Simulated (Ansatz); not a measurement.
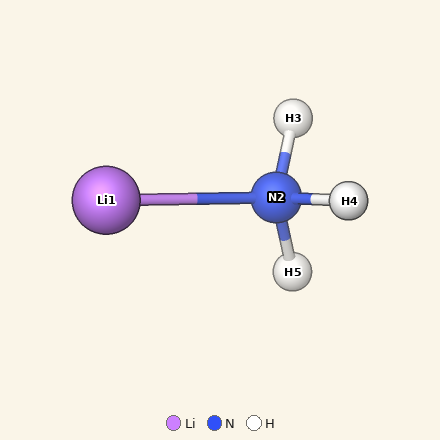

The system is H3LiN, charge +1; the picture shows the reference structure. First axis: separation of N2 and Li1 along their line in the relaxed pair. Second axis: sideways slip of Li1. Nothing is relaxed (both partners rigid). Grid: 11 × 11 points. Points are written as (first, second). Energies are in kJ/mol, from the lowest grid point. These are results of RKS wB97M-V/def2-TZVPD (Ansatz), not measurements.

Its coordinates:

```xyz
5

Li    0.0003    0.0171   -1.8213
N     0.0000   -0.0014    0.1500
H    -0.5183   -0.7816    0.5498
H     0.9313   -0.0658    0.5567
H    -0.4134    0.8317    0.5649
```

Range: separation of N2 and Li1 along their line in the relaxed pair from 1.656 to 3.056 Å; sideways slip of Li1 from −2.20 to 2.20 Å.

What will the energy surface look like?

Answer. The lowest grid point is at (1.915 Å, 0.00 Å). It is the only kind of minimum in the scanned range. The highest grid point, (3.056 Å, 2.20 Å), lies 125 kJ/mol above the lowest. Round the minimum the two coordinates are nearly uncoupled.

```tsv
second ↓, first →	1.656	1.712	1.803	1.915	2.044	2.186	2.341	2.506	2.680	2.864	3.056
2.20	100	101	102	103	105	108	111	114	118	121	125
1.76	70	71	72	75	79	84	89	95	101	107	113
1.32	38	39	40	44	49	56	65	74	83	92	101
0.88	21	18	16	17	23	31	41	53	66	78	89
0.44	29	18	8	3	6	13	25	39	53	67	80
0.00	39	24	8	0	0	7	19	33	48	63	77
−0.44	29	18	8	3	6	13	25	39	53	67	80
−0.88	21	18	16	17	23	31	41	53	65	78	89
−1.32	38	38	40	44	49	56	65	74	83	92	101
−1.76	69	70	72	75	79	83	89	95	101	107	113
−2.20	100	100	101	103	105	107	111	114	118	121	125
```

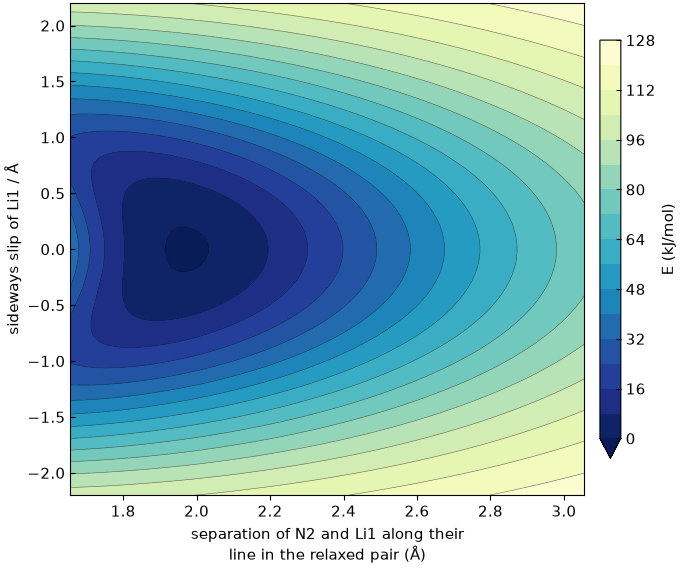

The picture shows filled contours. Between grid points the surface is interpolated.

The whole map (121 points run) took 8 min on 1 thread of Arm Neoverse V2, with other jobs on the host.
